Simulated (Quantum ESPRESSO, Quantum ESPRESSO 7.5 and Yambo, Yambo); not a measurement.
# Quasiparticle gap of BiOCl (P4/nmm) in Yambo

Wanted: ground state, empty states, screening and self-energy for BiOCl (P4/nmm).

Calculated with Quantum ESPRESSO 7.5 and Yambo 5.3.0; PBEsol and many-body steps on it, plane waves.

**Experimental background.**

- Gap 3.44 eV: optical gap from Tauc plot; UV-vis diffuse reflectance; powder (hydrothermal powder) (“Synergistic Piezo-Photocatalysis of BiOCl/NaNbO3 Heterojunction Piezoelectric Composite for High-Efficient Organic Pollutant Degradation”, 2022, pmc:8839476).

- Gap 3.36 eV: optical gap from Kubelka-Munk/Tauc analysis; UV-vis diffuse reflectance; powder (solvothermal hierarchical microspheres made without additive) (“Hydrothermal Crystallization of Bismuth Oxychlorides (BiOCl) Using Different Shape Control Reagents”, 2021, pmc:8123882).

## Step 1: Starting point

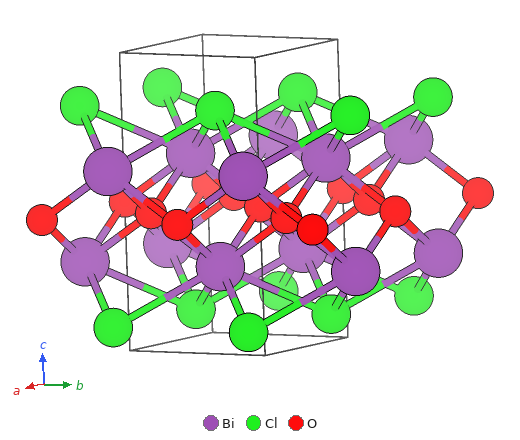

The cell as given, slightly off an axis (bismuth purple, chlorine green, oxygen red). 2×2×1 cells are drawn. Some periodic images of atoms are drawn too.

The cell and positions come from the Crystallography Open Database and are kept as given unless a step says otherwise.

## Step 2: Ground state

This step: Quantum ESPRESSO 7.5; DFT, PBEsol with spin-orbit coupling, plane waves, norm-conserving pseudopotentials.

The ground-state density comes first.

Contents of pw.in:

```
&control
  calculation = 'scf'
  prefix = 'x'
  outdir = 'o'
  pseudo_dir = 'pseudo'
/
&system
  ibrav = 0
  nat = 6
  ntyp = 3
  ecutwfc = 76.0
  nbnd = 86
  force_symmorphic = .true.
  noncolin = .true.
  lspinorb = .true.
/
&electrons
  conv_thr = 1e-10
  electron_maxstep = 80
  mixing_beta = 0.5
/
ATOMIC_SPECIES
  Bi 208.98 Bi.upf
  Cl 35.45 Cl.upf
  O 15.999 O.upf
CELL_PARAMETERS angstrom
  3.8855100000 0.0000000000 0.0000000000
  0.0000000000 3.8855100000 0.0000000000
  0.0000000000 0.0000000000 7.3489000000
ATOMIC_POSITIONS crystal
  Bi 0.5000000000 0.0000000000 0.3290400000
  Bi 0.0000000000 0.5000000000 0.6709600000
  Cl 0.0000000000 0.5000000000 0.1472000000
  Cl 0.5000000000 0.0000000000 0.8528000000
  O 0.0000000000 0.0000000000 0.5000000000
  O 0.5000000000 0.5000000000 0.5000000000
K_POINTS automatic
  6 6 4 0 0 0
```

On the command line:

```
> OMP_NUM_THREADS=1 mpirun -n 16 pw.x -nk 8 -in pw.in > pw.out
```

What it wrote:

```text
Program PWSCF v.7.5 starts

     This program is part of the open-source Quantum ESPRESSO suite
     for quantum simulation of materials; please cite
         "P. Giannozzi et al., J. Phys.:Condens. Matter 21 395502 (2009);
         "P. Giannozzi et al., J. Phys.:Condens. Matter 29 465901 (2017);
         "P. Giannozzi et al., J. Chem. Phys. 152 154105 (2020);
     in publications or presentations arising from this work. More details at
     Message from routine setup:
     using ibrav=0 with symmetry is DISCOURAGED, use correct ibrav instead

     bravais-lattice index     =            0
     lattice parameter (alat)  =       7.3425  a.u.
     unit-cell volume          =     748.7124 (a.u.)^3
     number of atoms/cell      =            6
     number of atomic types    =            3
     number of electrons       =        72.00
     number of Kohn-Sham states=           86
     kinetic-energy cutoff     =      76.0000  Ry
     charge density cutoff     =     304.0000  Ry
     scf convergence threshold =      1.0E-10
     mixing beta               =       0.5000
     number of iterations used =            8  plain     mixing
     Exchange-correlation= PBESOL
                           (   1   4  10   8   0   0   0)
     Non magnetic calculation with spin-orbit

     celldm(1)=   7.342550  celldm(2)=   0.000000  celldm(3)=   0.000000
     celldm(4)=   0.000000  celldm(5)=   0.000000  celldm(6)=   0.000000

     crystal axes: (cart. coord. in units of alat)
               a(1) = (   1.000000   0.000000   0.000000 )
               a(2) = (   0.000000   1.000000   0.000000 )
               a(3) = (   0.000000   0.000000   1.891360 )

     reciprocal axes: (cart. coord. in units 2 pi/alat)
               b(1) = (  1.000000  0.000000  0.000000 )
               b(2) = (  0.000000  1.000000  0.000000 )
               b(3) = (  0.000000  0.000000  0.528720 )
     Pseudo is Norm-conserving + core correction, Zval = 23.0
     Generated using ONCVPSP code by D. R. Hamann
     Using radial grid of 1562 points, 10 beta functions with:
     Pseudo is Norm-conserving + core correction, Zval =  7.0
     Generated using ONCVPSP code by D. R. Hamann
     Using radial grid of 1028 points, 10 beta functions with:
     Pseudo is Norm-conserving + core correction, Zval =  6.0
     Generated using ONCVPSP code by D. R. Hamann
     Using radial grid of  936 points,  8 beta functions with:
     Bi               23.00   208.98000     Bi( 1.00)
     Cl                7.00    35.45000     Cl( 1.00)
     O                 6.00    15.99900     O ( 1.00)

      8 Sym. Ops. (no inversion) found

   Cartesian axes

     site n.     atom                  positions (alat units)
         1        Bi     tau(   1) = (   0.5000000   0.0000000   0.6223332  )
         2        Bi     tau(   2) = (   0.0000000   0.5000000   1.2690272  )
         3        Cl     tau(   3) = (   0.0000000   0.5000000   0.2784083  )
         4        Cl     tau(   4) = (   0.5000000   0.0000000   1.6129522  )
         5        O      tau(   5) = (   0.0000000   0.0000000   0.9456802  )
         6        O      tau(   6) = (   0.5000000   0.5000000   0.9456802  )

     number of k points=    30
                       cart. coord. in units 2pi/alat
        k(    1) = (   0.0000000   0.0000000   0.0000000), wk =   0.0069444
        k(    2) = (   0.0000000   0.0000000   0.1321800), wk =   0.0138889
        k(    3) = (   0.0000000   0.0000000  -0.2643600), wk =   0.0069444
        k(    4) = (   0.0000000   0.1666667   0.0000000), wk =   0.0277778
        k(    5) = (   0.0000000   0.1666667   0.1321800), wk =   0.0555556
        k(    6) = (   0.0000000   0.1666667  -0.2643600), wk =   0.0277778
        k(    7) = (   0.0000000   0.3333333   0.0000000), wk =   0.0277778
        k(    8) = (   0.0000000   0.3333333   0.1321800), wk =   0.0555556
        k(    9) = (   0.0000000   0.3333333  -0.2643600), wk =   0.0277778
        k(   10) = (   0.0000000  -0.5000000   0.0000000), wk =   0.0138889
     [... 18 further rows ...]
        k(   29) = (  -0.5000000  -0.5000000   0.1321800), wk =   0.0138889
        k(   30) = (  -0.5000000  -0.5000000  -0.2643600), wk =   0.0069444

     Dense  grid:    67045 G-vectors     FFT dimensions: (  45,  45,  80)

     Initial potential from superposition of free atoms

     starting charge      71.9980, renormalised to      72.0000
     Starting wfcs are   84 randomized atomic wfcs +    2 random wfcs

     per-process dynamical memory:   104.9 Mb

     Self-consistent Calculation

     iteration #  1     ecut=    76.00 Ry     beta= 0.50

     total energy              =   -1060.68343099 Ry
     estimated scf accuracy    <       1.14231535 Ry

     iteration #  2     ecut=    76.00 Ry     beta= 0.50

     total energy              =   -1060.81454406 Ry
     estimated scf accuracy    <       1.55164675 Ry

     iteration #  3     ecut=    76.00 Ry     beta= 0.50

     total energy              =   -1061.11802658 Ry
     estimated scf accuracy    <       0.16545258 Ry

     iteration #  4     ecut=    76.00 Ry     beta= 0.50

     total energy              =   -1061.13544288 Ry
     estimated scf accuracy    <       0.00841776 Ry

     iteration #  5     ecut=    76.00 Ry     beta= 0.50

     total energy              =   -1061.13684536 Ry
     estimated scf accuracy    <       0.00453834 Ry

     iteration #  6     ecut=    76.00 Ry     beta= 0.50

     total energy              =   -1061.13732593 Ry
     estimated scf accuracy    <       0.00008357 Ry

     iteration #  7     ecut=    76.00 Ry     beta= 0.50

     total energy              =   -1061.13734996 Ry
     estimated scf accuracy    <       0.00000628 Ry

     iteration #  8     ecut=    76.00 Ry     beta= 0.50

     total energy              =   -1061.13735131 Ry
     estimated scf accuracy    <       0.00000090 Ry

     iteration #  9     ecut=    76.00 Ry     beta= 0.50

     total energy              =   -1061.13735142 Ry
     estimated scf accuracy    <       0.00000043 Ry

     iteration # 10     ecut=    76.00 Ry     beta= 0.50

     total energy              =   -1061.13735148 Ry
     estimated scf accuracy    <       0.00000001 Ry

     iteration # 11     ecut=    76.00 Ry     beta= 0.50

     total energy              =   -1061.13735149 Ry
     estimated scf accuracy    <          3.5E-09 Ry

     iteration # 12     ecut=    76.00 Ry     beta= 0.50

     total energy              =   -1061.13735149 Ry
     estimated scf accuracy    <          4.4E-10 Ry

     iteration # 13     ecut=    76.00 Ry     beta= 0.50

     End of self-consistent calculation

          k = 0.0000 0.0000 0.0000 (  8363 PWs)   bands (ev):

  -142.6689-142.6689-142.6688-142.6688 -99.2793 -99.2793 -99.2793 -99.2793
   -74.5547 -74.5547 -74.5543 -74.5543 -74.5505 -74.5505 -74.5503 -74.5503
   -14.2851 -14.2851 -14.2489 -14.2489 -14.2449 -14.2449 -14.2243 -14.2243
   -11.4552 -11.4552 -11.2990 -11.2990 -11.2594 -11.2594 -11.2513 -11.2513
   -11.2480 -11.2480 -11.2001 -11.2001  -9.4926  -9.4926  -6.8155  -6.8155
    -4.7608  -4.7608  -4.4257  -4.4257  -0.2834  -0.2834   2.3020   2.3020
     4.0617   4.0617   4.5141   4.5141   6.9551   6.9551   6.9691   6.9691
     7.1893   7.1893   7.4515   7.4515   7.4987   7.4987   7.5373   7.5373
     7.7941   7.7941   7.9099   7.9099   8.0005   8.0005   8.1643   8.1643
    11.6355  11.6355  11.9143  11.9143  14.0754  14.0754  14.9851  14.9851
    15.4309  15.4309  16.1142  16.8901  16.8901  18.2324

          k = 0.0000 0.0000 0.1322 (  8391 PWs)   bands (ev):

  -142.6689-142.6689-142.6688-142.6688 -99.2793 -99.2793 -99.2793 -99.2793
   -74.5547 -74.5547 -74.5543 -74.5543 -74.5505 -74.5505 -74.5503 -74.5503
[...]
15.3349  15.3349  16.2613  16.2613  16.8016  16.8016

          k = 0.0000 0.0000-0.2644 (  8374 PWs)   bands (ev):

  -142.6689-142.6689-142.6688-142.6688 -99.2793 -99.2793 -99.2793 -99.2793
[...]
-4.9633  -4.9633  -4.2152  -4.2152  -0.1587  -0.1587   2.0360   2.0360
     4.0929   4.0929   4.5452   4.5452   6.7061   6.7061   6.7407   6.7407
     7.1115   7.1115   7.1882   7.1882   7.4981   7.4981   7.6275   7.6275
     8.1013   8.1013   8.2109   8.2109   8.5043   8.5043   8.5859   8.5859
    11.1954  11.1954  11.3144  11.3144  13.8138  13.8138  15.0131  15.0131
    15.2500  15.2500  16.4748  16.4748  16.7135  16.7135

          k = 0.0000 0.1667 0.0000 (  8349 PWs)   bands (ev):

     [... further k-points ...]

     highest occupied, lowest unoccupied level (ev):     8.8984   11.1954

!    total energy              =   -1061.13735149 Ry
     estimated scf accuracy    <          9.3E-12 Ry

     The total energy is the sum of the following terms:
     one-electron contribution =    -706.21151032 Ry
     hartree contribution      =     357.89831138 Ry
     xc contribution           =    -176.46822848 Ry
     ewald contribution        =    -536.35592406 Ry

     convergence has been achieved in  13 iterations

     XML data file, charge density, pseudopotentials, collected wavefunctions

=------------------------------------------------------------------------------=
   JOB DONE.
=------------------------------------------------------------------------------=
```

The job ended after 3.5 min (16 MPI ranks of Arm Neoverse V1, shared host; peak memory 2.9 GiB; 47 min of CPU time).

Numbers from this step:

```yaml
total_energy: -14437.5092 eV
gap: 2.297 eV
k_of_the_valence_top: 0, 0.3333, -0.5
k_of_the_conduction_bottom: 0, 0, -0.5
least_direct_gap: 2.609 eV
```

The gap is indirect, with the least direct gap 0.31 eV higher.

## Step 3: Bands along the symmetry lines

The cheap functional maps the bands first; the places of the edges decide which points the dearer methods must see.

Contents of pw.in:

```
&control
  calculation = 'bands'
  prefix = 'x'
  outdir = 'o'
  pseudo_dir = 'pseudo'
/
&system
  ibrav = 0
  nat = 6
  ntyp = 3
  ecutwfc = 76.0
  nbnd = 84
  force_symmorphic = .true.
  noncolin = .true.
  lspinorb = .true.
/
&electrons
  conv_thr = 1e-9
  electron_maxstep = 80
  diago_full_acc = .true.
  diago_thr_init = 5e-6
/
ATOMIC_SPECIES
  Bi 208.98 Bi.upf
  Cl 35.45 Cl.upf
  O 15.999 O.upf
CELL_PARAMETERS angstrom
  3.8855100000 0.0000000000 0.0000000000
  0.0000000000 3.8855100000 0.0000000000
  0.0000000000 0.0000000000 7.3489000000
ATOMIC_POSITIONS crystal
  Bi 0.5000000000 0.0000000000 0.3290400000
  Bi 0.0000000000 0.5000000000 0.6709600000
  Cl 0.0000000000 0.5000000000 0.1472000000
  Cl 0.5000000000 0.0000000000 0.8528000000
  O 0.0000000000 0.0000000000 0.5000000000
  O 0.5000000000 0.5000000000 0.5000000000
K_POINTS crystal
  75
  0.00000000 0.00000000 0.00000000 1
  0.00000000 0.06250000 0.00000000 1
  0.00000000 0.12500000 0.00000000 1
  0.00000000 0.18750000 0.00000000 1
  0.00000000 0.25000000 0.00000000 1
  0.00000000 0.31250000 0.00000000 1
  0.00000000 0.37500000 0.00000000 1
  0.00000000 0.43750000 0.00000000 1
  0.00000000 0.50000000 0.00000000 1
  0.06250000 0.50000000 0.00000000 1
  0.12500000 0.50000000 0.00000000 1
  0.18750000 0.50000000 0.00000000 1
  0.25000000 0.50000000 0.00000000 1
  0.31250000 0.50000000 0.00000000 1
  0.37500000 0.50000000 0.00000000 1
  0.43750000 0.50000000 0.00000000 1
  0.50000000 0.50000000 0.00000000 1
  0.43750000 0.43750000 0.00000000 1
  0.37500000 0.37500000 0.00000000 1
  0.31250000 0.31250000 0.00000000 1
  0.25000000 0.25000000 0.00000000 1
  0.18750000 0.18750000 0.00000000 1
  0.12500000 0.12500000 0.00000000 1
  0.06250000 0.06250000 0.00000000 1
  0.00000000 0.00000000 0.00000000 1
  0.00000000 0.00000000 0.06250000 1
  0.00000000 0.00000000 0.12500000 1
  0.00000000 0.00000000 0.18750000 1
  0.00000000 0.00000000 0.25000000 1
  0.00000000 0.00000000 0.31250000 1
  0.00000000 0.00000000 0.37500000 1
  0.00000000 0.00000000 0.43750000 1
  0.00000000 0.00000000 0.50000000 1
  0.00000000 0.06250000 0.50000000 1
  0.00000000 0.12500000 0.50000000 1
  0.00000000 0.18750000 0.50000000 1
  0.00000000 0.25000000 0.50000000 1
  0.00000000 0.31250000 0.50000000 1
  0.00000000 0.37500000 0.50000000 1
  0.00000000 0.43750000 0.50000000 1
  0.00000000 0.50000000 0.50000000 1
  0.06250000 0.50000000 0.50000000 1
  0.12500000 0.50000000 0.50000000 1
  0.18750000 0.50000000 0.50000000 1
  0.25000000 0.50000000 0.50000000 1
  0.31250000 0.50000000 0.50000000 1
  0.37500000 0.50000000 0.50000000 1
  0.43750000 0.50000000 0.50000000 1
  0.50000000 0.50000000 0.50000000 1
  0.43750000 0.43750000 0.50000000 1
  0.37500000 0.37500000 0.50000000 1
  0.31250000 0.31250000 0.50000000 1
  0.25000000 0.25000000 0.50000000 1
  0.18750000 0.18750000 0.50000000 1
  0.12500000 0.12500000 0.50000000 1
  0.06250000 0.06250000 0.50000000 1
  0.00000000 0.00000000 0.50000000 1
  0.00000000 0.50000000 0.00000000 1
  0.00000000 0.50000000 0.06250000 1
  0.00000000 0.50000000 0.12500000 1
  0.00000000 0.50000000 0.18750000 1
  0.00000000 0.50000000 0.25000000 1
  0.00000000 0.50000000 0.31250000 1
  0.00000000 0.50000000 0.37500000 1
  0.00000000 0.50000000 0.43750000 1
  0.00000000 0.50000000 0.50000000 1
  0.50000000 0.50000000 0.00000000 1
  0.50000000 0.50000000 0.06250000 1
  0.50000000 0.50000000 0.12500000 1
  0.50000000 0.50000000 0.18750000 1
  0.50000000 0.50000000 0.25000000 1
  0.50000000 0.50000000 0.31250000 1
  0.50000000 0.50000000 0.37500000 1
  0.50000000 0.50000000 0.43750000 1
  0.50000000 0.50000000 0.50000000 1
```

On the command line:

```
> OMP_NUM_THREADS=1 mpirun -n 16 pw.x -nk 16 -in pw.in > pw.out
```

What it wrote:

```text
[banner, memory and clock lines left out]
Program PWSCF v.7.5 starts

     Atomic positions and unit cell read from directory:
     o/x.save/

     Message from routine setup:
     using ibrav=0 with symmetry is DISCOURAGED, use correct ibrav instead

     G-vector sticks info

     bravais-lattice index     =            0
     lattice parameter (alat)  =       7.3425  a.u.
     unit-cell volume          =     748.7124 (a.u.)^3
     number of atoms/cell      =            6
     number of atomic types    =            3
     number of electrons       =        72.00
     number of Kohn-Sham states=           84
     kinetic-energy cutoff     =      76.0000  Ry
     charge density cutoff     =     304.0000  Ry
     Exchange-correlation= PBESOL
                           (   1   4  10   8   0   0   0)
     Non magnetic calculation with spin-orbit

     celldm(1)=   7.342550  celldm(2)=   0.000000  celldm(3)=   0.000000
     celldm(4)=   0.000000  celldm(5)=   0.000000  celldm(6)=   0.000000

     crystal axes: (cart. coord. in units of alat)
               a(1) = (   1.000000   0.000000   0.000000 )
               a(2) = (   0.000000   1.000000   0.000000 )
               a(3) = (   0.000000   0.000000   1.891360 )

     reciprocal axes: (cart. coord. in units 2 pi/alat)
               b(1) = (  1.000000  0.000000  0.000000 )
               b(2) = (  0.000000  1.000000  0.000000 )
               b(3) = (  0.000000  0.000000  0.528720 )
     Pseudo is Norm-conserving + core correction, Zval = 23.0
     Generated using ONCVPSP code by D. R. Hamann
     Using radial grid of 1562 points, 10 beta functions with:
     Pseudo is Norm-conserving + core correction, Zval =  7.0
     Generated using ONCVPSP code by D. R. Hamann
     Using radial grid of 1028 points, 10 beta functions with:
     Pseudo is Norm-conserving + core correction, Zval =  6.0
     Generated using ONCVPSP code by D. R. Hamann
     Using radial grid of  936 points,  8 beta functions with:
     Bi               23.00   208.98000     Bi( 1.00)
     Cl                7.00    35.45000     Cl( 1.00)
     O                 6.00    15.99900     O ( 1.00)

      8 Sym. Ops. (no inversion) found

   Cartesian axes

     site n.     atom                  positions (alat units)
         1        Bi     tau(   1) = (   0.5000000   0.0000000   0.6223332  )
         2        Bi     tau(   2) = (   0.0000000   0.5000000   1.2690272  )
         3        Cl     tau(   3) = (   0.0000000   0.5000000   0.2784083  )
         4        Cl     tau(   4) = (   0.5000000   0.0000000   1.6129522  )
         5        O      tau(   5) = (   0.0000000   0.0000000   0.9456802  )
         6        O      tau(   6) = (   0.5000000   0.5000000   0.9456802  )

     number of k points=    75
                       cart. coord. in units 2pi/alat
        k(    1) = (   0.0000000   0.0000000   0.0000000), wk =   0.0133333
        k(    2) = (   0.0000000   0.0625000   0.0000000), wk =   0.0133333
        k(    3) = (   0.0000000   0.1250000   0.0000000), wk =   0.0133333
[...]
[... 63 further rows ...]
        k(   74) = (   0.5000000   0.5000000   0.2313150), wk =   0.0133333
        k(   75) = (   0.5000000   0.5000000   0.2643600), wk =   0.0133333

     Dense  grid:    67045 G-vectors     FFT dimensions: (  45,  45,  80)

     The potential is recalculated from file :
     o/x.save/charge-density

     Starting wfcs are   84 randomized atomic wfcs

     Band Structure Calculation

     End of band structure calculation

          k = 0.0000 0.0000 0.0000 (  8363 PWs)   bands (ev):

  -142.6689-142.6689-142.6688-142.6688 -99.2793 -99.2793 -99.2793 -99.2793
   -74.5547 -74.5547 -74.5543 -74.5543 -74.5505 -74.5505 -74.5503 -74.5503
   -14.2851 -14.2851 -14.2489 -14.2489 -14.2449 -14.2449 -14.2243 -14.2243
   -11.4552 -11.4552 -11.2990 -11.2990 -11.2594 -11.2594 -11.2513 -11.2513
[...]
15.4309  15.4309  16.1142  16.8900

          k = 0.0000 0.0625 0.0000 (  8375 PWs)   bands (ev):

  -142.6689-142.6689-142.6688-142.6688 -99.2793 -99.2793 -99.2793 -99.2793
[...]
15.3398  15.3398  16.1797  16.1797

          k = 0.0000 0.1250 0.0000 (  8359 PWs)   bands (ev):

  -142.6689-142.6689-142.6688-142.6688 -99.2793 -99.2793 -99.2793 -99.2793
[...]
15.1348  15.1348  16.2003  16.2004

[...]
k = 0.5000 0.5000 0.2313 (  8404 PWs)   bands (ev):

  -142.6689-142.6689-142.6689-142.6689 -99.2793 -99.2793 -99.2793 -99.2793
[...]
15.7719  15.7719  15.7719  15.7719

          k = 0.5000 0.5000 0.2644 (  8400 PWs)   bands (ev):

  -142.6689-142.6689-142.6689-142.6689 -99.2793 -99.2793 -99.2793 -99.2793
[...]
7.5450   7.5450   7.5450   7.5450   8.1725   8.1725   8.1725   8.1725
    12.8815  12.8815  12.8815  12.8815  14.9275  14.9275  14.9275  14.9276
    15.7670  15.7670  15.7670  15.7670

     XML data file, pseudopotentials, collected wavefunctions
```

Wall time 68 s (16 MPI ranks); peak memory 3.4 GiB.

This step gave:

```yaml
gap: 2.249 eV
k_of_the_valence_top: 0, 0.4375, 0.5
k_of_the_conduction_bottom: 0, 0, 0.5
least_direct_gap: 2.609 eV
```

The gap is 2.249 eV, −0.048 eV from the run before at this level.

Electronic bands along the path, in eV, zero at the top of the highest filled band:

```
    point  band 69  band 70  band 71  band 72  band 73  band 74  band 75  band 76
        Γ    -0.95    -0.95    -0.78    -0.78     2.69     2.69     2.97     2.97
        X    -0.09    -0.09    -0.09    -0.09     3.69     3.69     3.69     3.69
        M    -0.72    -0.72    -0.72    -0.72     3.58     3.58     3.58     3.58
        Γ    -0.95    -0.95    -0.78    -0.78     2.69     2.69     2.97     2.97
        Z    -0.44    -0.44    -0.36    -0.36     2.25     2.25     2.37     2.37
        R    -0.08    -0.08    -0.08    -0.08     3.59     3.59     3.59     3.59
        A    -0.77    -0.77    -0.77    -0.77     3.93     3.93     3.93     3.93
        Z    -0.44    -0.44    -0.36    -0.36     2.25     2.25     2.37     2.37
jump to X    -0.09    -0.09    -0.09    -0.09     3.69     3.69     3.69     3.69
        R    -0.08    -0.08    -0.08    -0.08     3.59     3.59     3.59     3.59
jump to M    -0.72    -0.72    -0.72    -0.72     3.58     3.58     3.58     3.58
        A    -0.77    -0.77    -0.77    -0.77     3.93     3.93     3.93     3.93
```

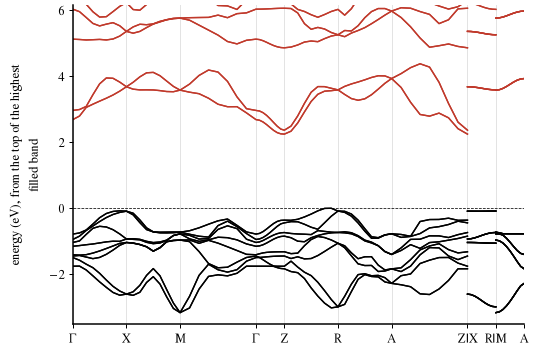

Electronic bands along the path; lines of filled and empty bands in two colours.

(Continued in part 2 of 3.)

[Paths, hosts, dates, memory and timing lines, banners, echoed tables and standing remarks are left out of the program output.]

[Logs are printed without paths, hosts, clocks, repeated set-up lines and the standing remarks that a program may print on its own settings, such as how far it seeks lower states.]

[Runs of the session that timed out or met a known fault of the program may be left out.]

[Hosts, paths, dates, database ids (printed as entryN), source tags and the programs' standing remarks are cut or masked in the printed files.]
